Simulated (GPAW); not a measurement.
Consider zinc-blende (AlAs)1-x(InAs)x, x = 0.75.

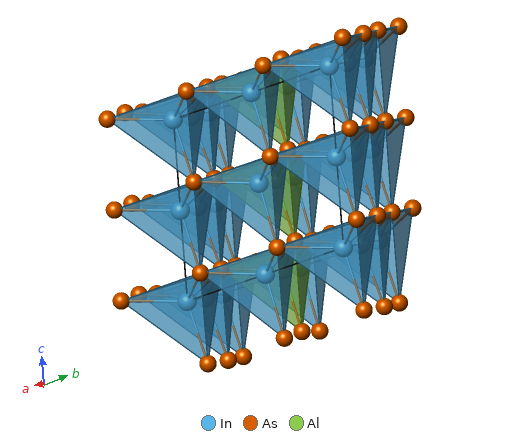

The structure (indium blue, arsenic orange, aluminium green). Some periodic images of atoms are drawn too.

```xyz
16
Lattice="0.0000 5.9588 5.9588 5.9588 0.0000 5.9588 5.9588 5.9588 0.0000" Properties=species:S:1:pos:R:3 pbc="T T T"
In   11.9021   11.9062   11.8998
As    1.4726    1.4864    1.4820
In    8.9283    2.9763    5.9529
As    4.4675    4.4599    1.4945
In    8.9357    5.9609    2.9812
As    4.3988    1.5608    4.5367
In    5.9742    8.9264    8.9450
As    7.3819    4.5391    4.5401
In    5.9517    8.9426    2.9922
As    1.5597    4.4080    4.5342
In    8.9310    5.9725    8.9336
As    4.5286    7.3826    4.5417
Al    2.9846    2.9908    5.9679
As    4.4710    4.4733    7.3374
Al    5.9542    5.9582    5.9676
As    7.4496    7.4524    7.3156
```

Absorber: atom 6, with 1 Al at 2.47 Å and 3 In at 2.61 Å (distorted tetrahedral). Method: GPAW, PBE, excited-electron core hole (neutral cell), 16-atom cell with 8.4 Å between holes, 4×4×4 k points, dipole transitions, Gaussian full width 2.14 eV up to 4 eV, rising linearly to 3.5 eV at 25 eV.

Question: What does the As K edge look like?

Main maxima up to 27 eV above the zero (height): 3.2 eV (1.46), 12.0 eV (0.87) and 22.2 eV (0.99). A K edge sees empty p states on the absorber. 

The As K spectrum (energy from the lowest empty level; intensity scaled to a mean of 1 over the first 20 eV):

```tsv
E (eV)	intensity
-2.0	0.02
-0.5	0.39
1.0	1.15
2.5	1.38
4.0	1.41
5.5	1.35
7.0	1.14
8.5	0.81
10.0	0.72
11.5	0.86
13.0	0.85
14.5	0.85
16.0	0.84
17.5	0.81
19.0	0.90
20.5	0.96
22.0	0.99
23.5	0.92
25.0	0.78
26.5	0.79
```

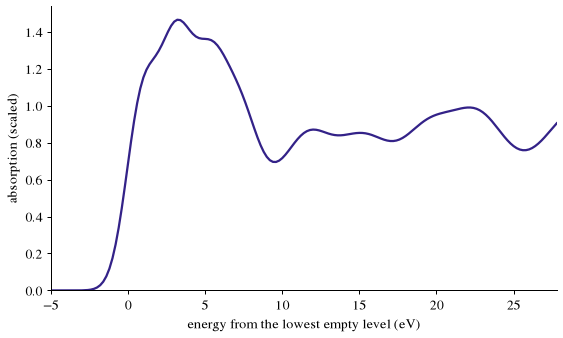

The As K edge.

The script folds with a Gaussian, whereas the core hole's own line is a Lorentzian, so the onset is too steep and the first peak too high.

[Banner, clock and machine lines of the logs are left out without a mark of their own.]

[Logs are printed without paths, hosts, clocks, repeated set-up lines and the standing remarks that a program may print on its own settings, such as how far it seeks lower states.]

[Hosts, paths, dates, database ids (printed as entryN), source tags and the programs' standing remarks are cut or masked in the printed files.]

[Lists of maxima count a maximum above −3 eV only where it reaches 4 % of the highest in the window and stands out from its surroundings by 2 % of it (1.5 % where it reaches 55 %); shoulders and weaker maxima are passed over, and of the rest the first, up to two pre-edge ones and the few strongest are named.]
